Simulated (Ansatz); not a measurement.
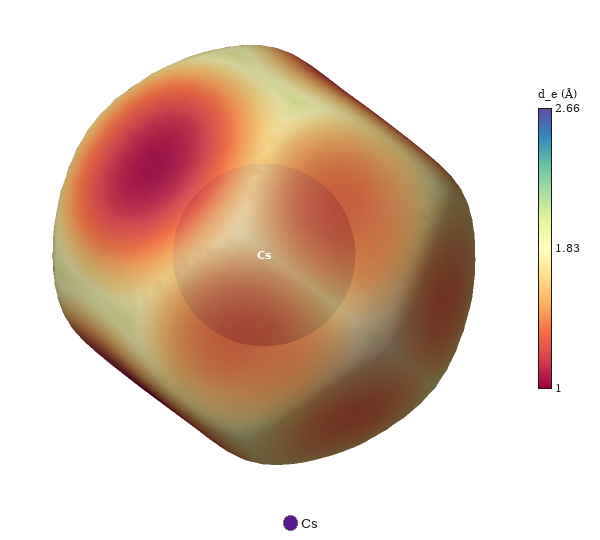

Hirshfeld surface computed for one Cs atom in CsH₃ (I4/mmm), coloured by d_e.

The surface is where the fragment's share of the procrystal density (the sum of the densities of spherically averaged neutral Hartree-Fock atoms) equals one half. d_i and d_e are the distances from the surface to the nearest nucleus inside and outside. From Rb on the atoms have core potentials, so only their outer electrons count. X–H bonds are as in the structure, not normalised.

Origin of the cell: the geometry relaxed with DFT PBE, scalar-relativistic, plane waves, PAW in Ansatz 0.2.0; the starting structure was generated, so it need not be a known form of this composition.

```cif
data_structure
_symmetry_space_group_name_H-M 'I4/mmm'
_symmetry_Int_Tables_number 139
_cell_length_a 3.7789
_cell_length_b 3.7789
_cell_length_c 10.4645
_cell_angle_alpha 90.000
_cell_angle_beta 90.000
_cell_angle_gamma 90.000
_cell_volume 149.44
loop_
_atom_site_label
_atom_site_type_symbol
_atom_site_symmetry_multiplicity
_atom_site_Wyckoff_symbol
_atom_site_fract_x
_atom_site_fract_y
_atom_site_fract_z
_atom_site_occupancy
Cs1 Cs 2 a 0.00000 0.00000 0.00000 1
H1 H 2 b 0.50000 0.50000 0.00000 1
H2 H 4 d 0.00000 0.50000 0.25000 1
```

### What is the shortest distance from the fragment to an atom outside it?

Cs–H, 2.67 Å.

### How is the surface shared among contacts (nearest atom inside ··· nearest atom outside)?

Cs···H 100 %. The surface faces 12 neighbours with more than 2 % of its area each: 12 H.

### Give the size and shape of the surface.

It encloses about 29.2 Å³, has an area of about 48 Å² and a globularity of 0.96 (1 for a sphere).
